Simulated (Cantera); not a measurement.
Feed: 1 mol B, 0.014 mol HCl, 0.074 mol H2, at 1200 Pa.

Method: chemical equilibrium by Gibbs-energy minimisation in Cantera with the NASA 1993 tables (ideal gas, pure condensed phases). Candidate condensed phases: B; 13 gas species. The tables' values for BCl, BCl2, BH2 are old estimates; treat these amounts as uncertain. Gases not in the tables: BHCl2. Rates play no part.

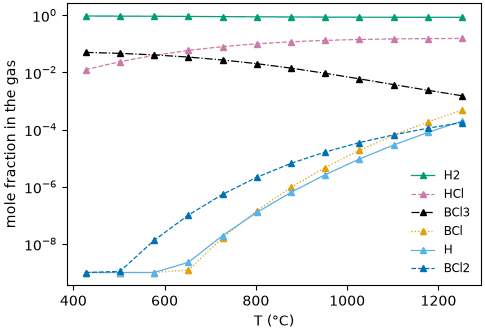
Fig. 1. Equilibrium gas composition (values under 1e-9 drawn at 1e-9)

From 427 °C to 1252 °C the condensed part is B(s). The main B-bearing gas is BCl3 throughout.
